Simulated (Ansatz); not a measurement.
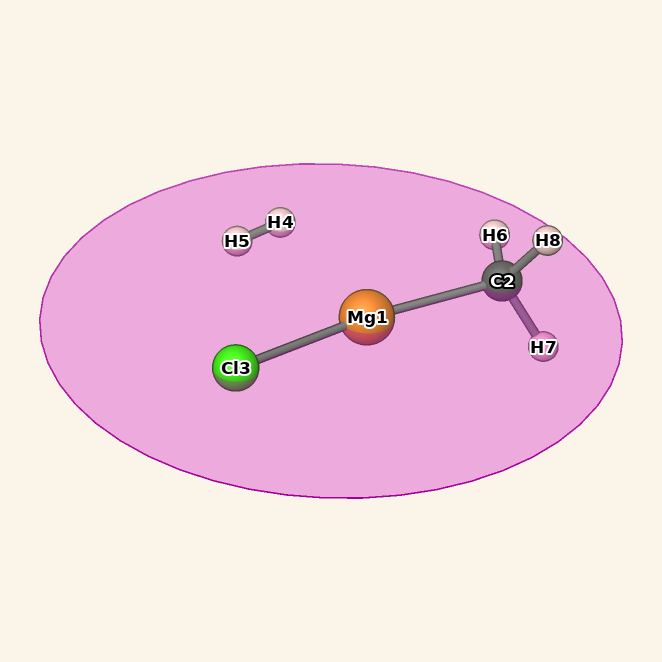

A disc through the centre of mass is drawn in. Distant atoms are faded towards the background colour. The computed geometry is a stationary point of PBE0-D4/def2-TZVP, a saddle point of order 1.

> Is the plane of the disc a mirror plane of the structure?

Yes. The reflection leaves Mg1, C2, Cl3, H4, H5, H6 in place and moves H7 ↔ H8. The point group is Cs.
